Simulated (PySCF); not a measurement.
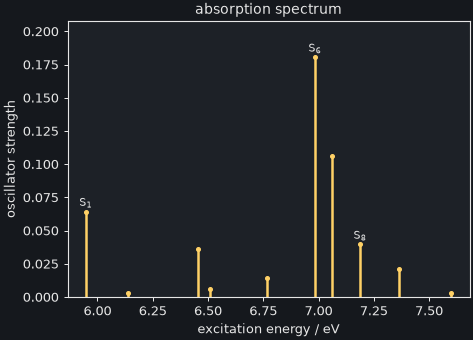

Computed absorption of Si₂PH₇S, SMILES [SiH3]S[SiH2]P. Vertical TDDFT excitations, ωB97X-D/def2-SVPD with PySCF 2.14.0, at a PBE0-D3(BJ)/def2-SVP geometry (no frequency check), gas phase. Only the first 10 singlet excitations are included.

Which of the computed transitions is the brightest, and what character does the calculation give it?

S6 at 6.98 eV (178 nm), f = 0.180, mainly HOMO → LUMO+5 (53 %).

Where is the lowest singlet, and is it bright?

S1 lies at 5.95 eV (208 nm) with f = 0.064, mainly HOMO → LUMO (83 %); it is bright.

List the transitions behind the spectrum.

```tsv
state	E (eV)	λ (nm)	f	main character
S1	5.95	208	0.064	HOMO → LUMO (83 %)
S2	6.14	202	0.003	HOMO → LUMO+1 (77 %)
S3	6.45	192	0.036	HOMO → LUMO+2 (68 %)
S4	6.51	190	0.006	HOMO → LUMO+4 (44 %)
S5	6.77	183	0.014	HOMO → LUMO+5 (23 %)
S6	6.98	178	0.180	HOMO → LUMO+5 (53 %)
S7	7.06	176	0.106	HOMO−1 → LUMO (48 %)
S8	7.19	172	0.040	HOMO−1 → LUMO+1 (30 %)
S9	7.36	168	0.021	HOMO−1 → LUMO+2 (36 %)
S10	7.60	163	0.003	HOMO−1 → LUMO+3 (37 %)
```

Note: one conformer of a flexible molecule; core orbitals are frozen in the response.
